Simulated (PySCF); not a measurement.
**C6H10O (SMILES CO[C@H]1C=C(C)C1): density, localisation and related maps**

Input file:

```
{"job": {"kind": "nmr", "xc": "PBE0", "basis": "pcSseg-1", "pop": false}, "charge": 0, "multiplicity": 1}
C     -2.846900     0.392100    -0.498800
O     -2.105500     0.416000     0.665800
C     -1.069300    -0.470100     0.611600
C     -0.009200    -0.277600    -0.404800
C      0.956900     0.062100     0.465800
C      2.263100     0.642800     0.382000
C     -0.000400     0.002000     1.655400
H     -2.400300     0.920800    -1.393300
H     -2.993500    -0.640700    -0.776200
H     -3.802700     0.961100    -0.247200
H     -1.386600    -1.498400     0.749600
H      0.027700    -0.644600    -1.406400
H      2.255200     1.723900     0.663000
H      2.946200     0.109200     1.011600
H      2.472500     0.391600    -0.630200
H      0.256300    -0.812000     2.271700
H     -0.274700     0.997400     2.095100
```

Command:

```sh
OMP_NUM_THREADS=1 python probes_run.py task.json out
```

Geometry: GFN2-xTB, MD frame at 250 fs, 300 K.

Level of theory: PBE0/pcSseg-1, SCF density, gas phase, non-relativistic in PySCF 2.14.0.

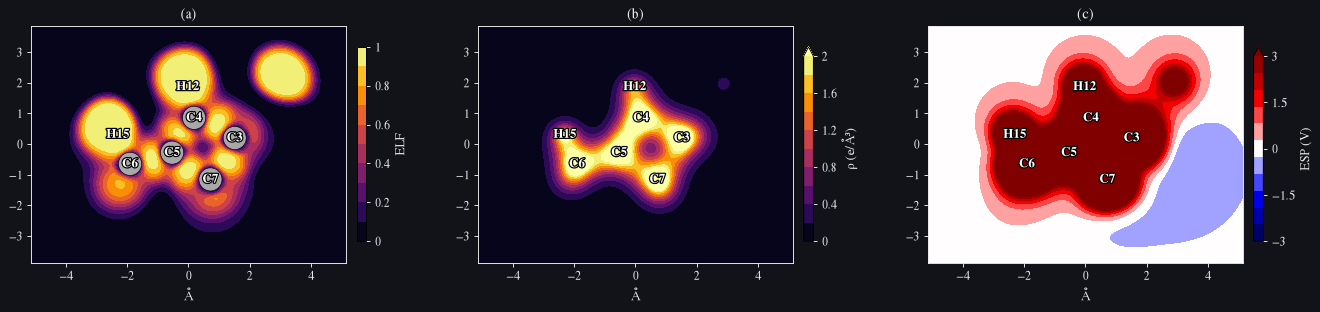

Figure 1. (a) electron localisation function; (b) total electron density; (c) electrostatic potential on the plane of atoms C4, C3 and C7. Grey discs cover the atomic cores in the ELF map.

What does the map show?

The plane passes through C and H nuclei. C–C (1.34 Å): ρ is about 2.2 e/Å³ halfway; the ELF peaks at about 0.90 between the atoms (a short, multiple covalent bond). C–H (1.07 Å): the density is about 2.1 e/Å³ at the midpoint; the ELF climbs to about 1 towards the hydrogen, as it does in any bond to H: a covalent bond by its length. C–C (1.43 Å): the density is about 1.9 e/Å³ at the midpoint; the ELF peaks at about 0.95 between the atoms (a covalent bond). C–C (1.48 Å): the density is about 1.8 e/Å³ at the midpoint; the ELF peaks at about 0.95 between the atoms; localised, covalent bonding. C–C (1.53 Å): the density is about 1.6 e/Å³ at the midpoint; the ELF peaks at about 0.95 between the atoms: a shared electron pair. Outside the dense part of the molecule the potential is most negative (−0.8 V) near O2, which lies off the plane.

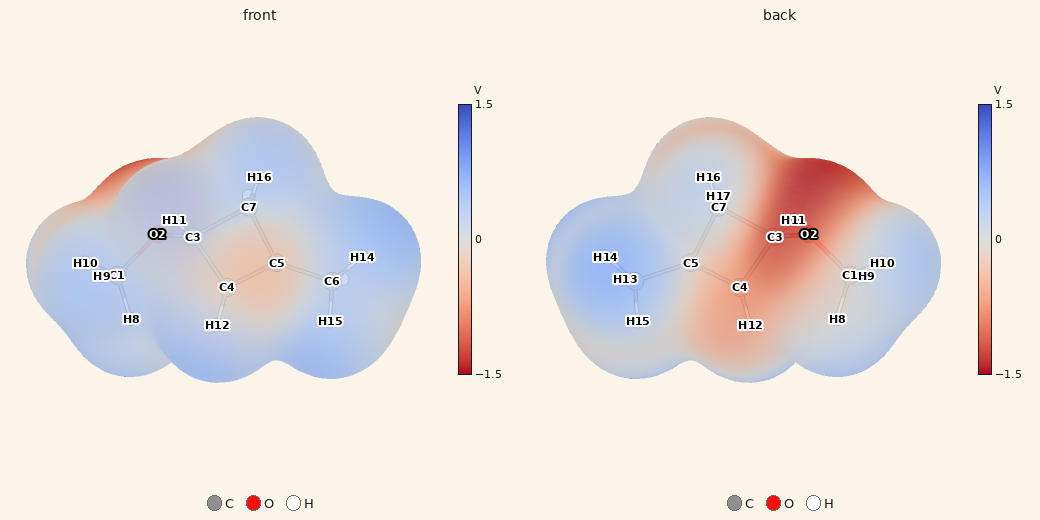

Figure 2. The molecular electrostatic potential painted on the density surface at 0.001 e/bohr³, seen from the front and from behind; red is negative and blue positive.

Describe the electrostatic potential map.

The most negative region (about −1.4 V) lies over O2, the most positive (about +0.6 V) over H13 and H14. O2 is the likeliest acceptor of a hydrogen bond.
